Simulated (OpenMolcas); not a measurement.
## Multiconfigurational calculation for Fe³⁺ complex (part 2 of 2)

Continued. System: Fe³⁺ with 6 ligands (F; octahedron, 1.96 Å), neutralised by 6 outer point charges of +0.5 e, whose field is part of the energies. Method: state-averaged CASSCF, active space 5 electrons in the shell 3d, basis ANO-RCC-VTZP on the metal and ANO-RCC-VDZP on the ligands, DKH2 scalar Hamiltonian, spin-orbit coupling by RASSI with atomic mean-field integrals (OpenMolcas).

Log (extracts), continued:
```
--- RASSI ---
SPIN-FREE ENERGIES:
  (Shifted by EMIN (a.u.) =      -1869.7749314124)

 SF State       Relative EMIN(au)   Rel lowest level(eV)    D:o, cm**(-1)

     1             0.0000000000        0.0000000000              0.0000
     2             0.1279912608        3.4828196340          28090.8348
     3             0.1279912608        3.4828196340          28090.8348
     4             0.1279912608        3.4828196340          28090.8348
     5             0.1509983432        4.1088742405          33140.3057
     6             0.1509983432        4.1088742405          33140.3057
     7             0.1509983432        4.1088742405          33140.3057
     8             0.1592756615        4.3341115443          34956.9671
     9             0.1603118644        4.3623080616          35184.3873
    10             0.1603118644        4.3623080616          35184.3873
    26             0.1724332786        4.6921485461          37844.7303
    27             0.1724332786        4.6921485461          37844.7303
    28             0.1724332786        4.6921485461          37844.7303
    11             0.1889546351        5.1417175573          41470.7489
    12             0.1889546351        5.1417175573          41470.7489
    13             0.1889546351        5.1417175573          41470.7489
    14             0.1982268926        5.3940285384          43505.7742
    15             0.1982268926        5.3940285384          43505.7742
    29             0.2007331080        5.4622261334          44055.8249
    30             0.2007766316        5.4634104711          44065.3772
    31             0.2007766316        5.4634104711          44065.3772
    32             0.2007766316        5.4634104711          44065.3772
    33             0.2089489224        5.6857898333          45858.9877
    34             0.2089489224        5.6857898333          45858.9877
    35             0.2089489224        5.6857898333          45858.9877
    17             0.2135109222        5.8099281717          46860.2309
    18             0.2135109222        5.8099281717          46860.2309
    16             0.2135109222        5.8099281717          46860.2309
    36             0.2172271203        5.9110510748          47675.8422
    37             0.2172271203        5.9110510748          47675.8422
    38             0.2260139412        6.1501526518          49604.3264
    39             0.2400626746        6.5324381617          52687.6670
    40             0.2400626746        6.5324381617          52687.6670
    41             0.2400626746        6.5324381617          52687.6670
    42             0.2429592427        6.6112577944          53323.3902
    43             0.2429592427        6.6112577944          53323.3902
    44             0.2474981197        6.7347669315          54319.5586
    45             0.2474981197        6.7347669315          54319.5586
    46             0.2474981197        6.7347669315          54319.5586
    47             0.2638942575        7.1809285678          57918.0949
Eigenvalues of complex Hamiltonian:
   -----------------------------------
  (Shifted by EMIN (a.u.) =      -1869.7749314124)

 SO State       Relative EMIN(au)   Rel lowest level(eV)    D:o, cm**(-1)

     1            -0.0001259871        0.0000000000              0.0000
     2            -0.0001259871        0.0000000000              0.0000
     3            -0.0001259799        0.0000001942              0.0016
     4            -0.0001259799        0.0000001942              0.0016
     5            -0.0001259799        0.0000001942              0.0016
     6            -0.0001259799        0.0000001942              0.0016
     7             0.1274440660        3.4713579868          27998.3904
     8             0.1274440660        3.4713579868          27998.3904
     9             0.1275790775        3.4750318381          28028.0220
    10             0.1275790775        3.4750318381          28028.0220
    11             0.1275790775        3.4750318379          28028.0220
    12             0.1275790775        3.4750318379          28028.0220
    13             0.1279856888        3.4860962948          28117.2628
    14             0.1279856888        3.4860962950          28117.2628
    15             0.1279856888        3.4860962950          28117.2628
    16             0.1279856888        3.4860962948          28117.2628
    17             0.1282925112        3.4944453575          28184.6026
    18             0.1282925112        3.4944453575          28184.6026
    19             0.1501830639        4.0901176436          32989.0236
    20             0.1501830639        4.0901176436          32989.0236
    21             0.1505416948        4.0998764863          33067.7339
    22             0.1505416948        4.0998764863          33067.7339
    23             0.1505416948        4.0998764863          33067.7339
    24             0.1505416948        4.0998764863          33067.7339
    25             0.1512232723        4.1184231556          33217.3229
    26             0.1512232723        4.1184231556          33217.3229
    27             0.1512616013        4.1194661397          33225.7351
    28             0.1512616013        4.1194661397          33225.7351
    29             0.1512616013        4.1194661398          33225.7351
    30             0.1512616013        4.1194661398          33225.7351
    31             0.1591212511        4.3333381079          34950.7289
    32             0.1591212511        4.3333381074          34950.7289
    33             0.1591212511        4.3333381074          34950.7289
    34             0.1591212511        4.3333381079          34950.7289
    35             0.1601507194        4.3613513653          35176.6711
    36             0.1601507194        4.3613513653          35176.6711
    37             0.1601776946        4.3620853994          35182.5914
    38             0.1601776946        4.3620853989          35182.5914
    39             0.1601776946        4.3620853994          35182.5914
    40             0.1601776946        4.3620853989          35182.5914
    41             0.1602104615        4.3629770330          35189.7830
Weights of the five most important spin-orbit-free states for each spin-orbit state.

 SO State  Total energy (au)           Spin-free states, spin, and weights
 -------------------------------------------------------------------------------------------------------
    1        -0.000126       1 2.5  0.9992    3 1.5  0.0001    2 1.5  0.0001    4 1.5  0.0001   17 1.5  0.0001
    2        -0.000126       1 2.5  0.9992    4 1.5  0.0001    2 1.5  0.0001    3 1.5  0.0001   18 1.5  0.0001
    3        -0.000126       1 2.5  0.9992    2 1.5  0.0003   16 1.5  0.0002    3 1.5  0.0001   17 1.5  0.0001
    4        -0.000126       1 2.5  0.9992    4 1.5  0.0002   18 1.5  0.0002    3 1.5  0.0002   17 1.5  0.0001
    5        -0.000126       1 2.5  0.9992    4 1.5  0.0003   18 1.5  0.0002    3 1.5  0.0001   17 1.5  0.0001
    6        -0.000126       1 2.5  0.9992    2 1.5  0.0002    3 1.5  0.0002   16 1.5  0.0002   17 1.5  0.0001
    7         0.127444       4 1.5  0.3309    3 1.5  0.3309    2 1.5  0.3309   28 0.5  0.0017   27 0.5  0.0017
    8         0.127444       4 1.5  0.3309    3 1.5  0.3309    2 1.5  0.3309   28 0.5  0.0017   27 0.5  0.0017
    9         0.127579       2 1.5  0.5555    3 1.5  0.2776    4 1.5  0.1626   26 0.5  0.0010   27 0.5  0.0007
   10         0.127579       2 1.5  0.5548    3 1.5  0.2797    4 1.5  0.1611   26 0.5  0.0010   27 0.5  0.0007
   11         0.127579       4 1.5  0.5011    3 1.5  0.3862    2 1.5  0.1083   28 0.5  0.0011    1 2.5  0.0004
   12         0.127579       4 1.5  0.5027    3 1.5  0.3840    2 1.5  0.1089   28 0.5  0.0011   27 0.5  0.0004
```

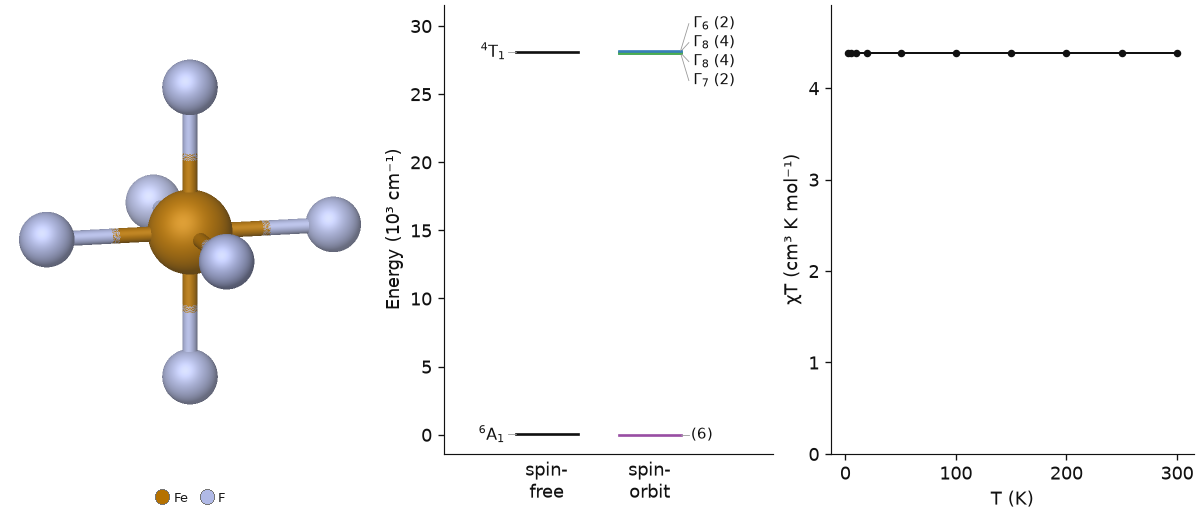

Figure 1. Fe³⁺ (3d⁵) with 6 ligands, F⁻, at 1.96 Å (arrangement: octahedron, Oh), neutralised by outer point charges of +0.5 e, and its levels and susceptibility. Labels give the representation in O, Td, D4 or D3 as the site allows (double group for half-integer spin) where it could be assigned and, in brackets, the degeneracy; spin-free states, where drawn, share the zero of the spin-orbit levels. Powder susceptibility by Van Vleck's formula. The ground level is 6-fold degenerate, 100 % from states of spin multiplicity 6. The next level lies at 28,000 cm⁻¹ (Γ₇). The lowest spin-free state is ⁶A₁, from the free-ion S term. χT is 4.39 cm³ K mol⁻¹ at 2 K and 4.39 at 300 K, an effective moment of 5.92 μB. The active orbitals hold 93 to 98 % metal character (Löwdin), and the Mulliken charge of the metal is +2.11.

Outcome of the run: converged.
